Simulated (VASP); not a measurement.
```yaml
crystal:
  lattice:
    - [1.58300, -2.74184, 0.00000]
    - [1.58300, 2.74184, 0.00000]
    - [0.00000, 0.00000, 5.00941]
  atoms:
    - { symbol: Hf, position: [0.33333, 0.66667, 0.25000] }
    - { symbol: Hf, position: [0.66667, 0.33333, 0.75000] }
```

All values below come from PBE GGA with D3 dispersion (zero damping), VASP's PBE PAW potentials (set 64) (plane waves; VASP). Run with 520 eV cut-off, 15×15×8 Γ-centred mesh, tetrahedra with Blöchl corrections, potentials Hf_pv.

Unless said otherwise, spin-orbit coupling is left out, though it shifts the bands of the heavy elements here.

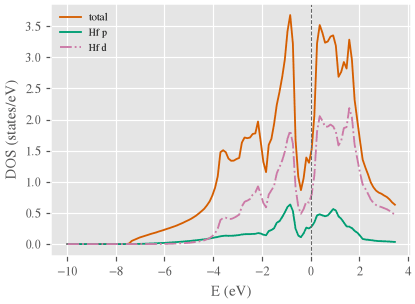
Figure. Total and projected density of states, zero at the Fermi level

Within 2 eV below the Fermi level the largest weight inside VASP's projection spheres is Hf d, then Hf p.

It has no gap at this level: it comes out as a metal or semimetal.

The compound is Hf in the hcp structure. It was relaxed first.
